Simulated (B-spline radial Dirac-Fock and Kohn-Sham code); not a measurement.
Mo⁴⁺ in the configuration [Kr] 4d2. The calculation used independent-particle Coulomb rates on relativistic LDA orbitals, configuration-average energies from Dirac–Fock (a B-spline radial atomic code).

A figure with this caption is to be made: «Auger groups that fill a K (1s) hole, broadened by 80 eV full width. Kinetic energies count from the vacuum level; very weak lines are left out.» What will it show?

The strongest group is K-L2L3 at 14.67 keV (29 % of the non-radiative width), followed by K-L3L3 at 14.77 keV (15 %), K-L1L3 at 14.45 keV (12 %), K-L1L2 at 14.34 keV (7.5 %). The lines shown span 14.09 keV to 19.09 keV.

The result:

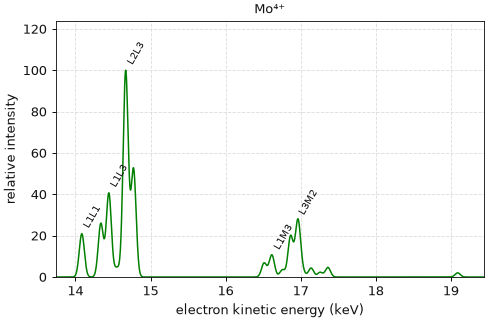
